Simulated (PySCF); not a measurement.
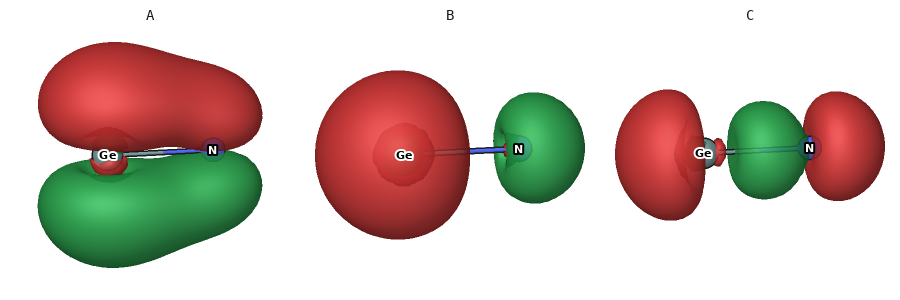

*GeN (charge +1, triplet). Three frontier β-spin orbitals, each drawn at the value that holds 80 % of its norm (green and red are the two phases), in no order; of a degenerate pair one member is drawn.*

These are results of PBE0/6-31G(d,p), non-relativistic, at a bond length of 1.924 Å in PySCF, not measurements.

Question: Name the orbitals and rank them from lowest to highest energy.

Answer: Orbital B: σ, occupied in this spin, −19.74 eV; mainly on Ge (75 %).
Orbital C: σ, occupied in this spin, −14.56 eV; shared between the atoms (Ge 40 %, N 60 %).
Orbital A: π, empty in this spin, −11.30 eV; bonding, with no node between the atoms.
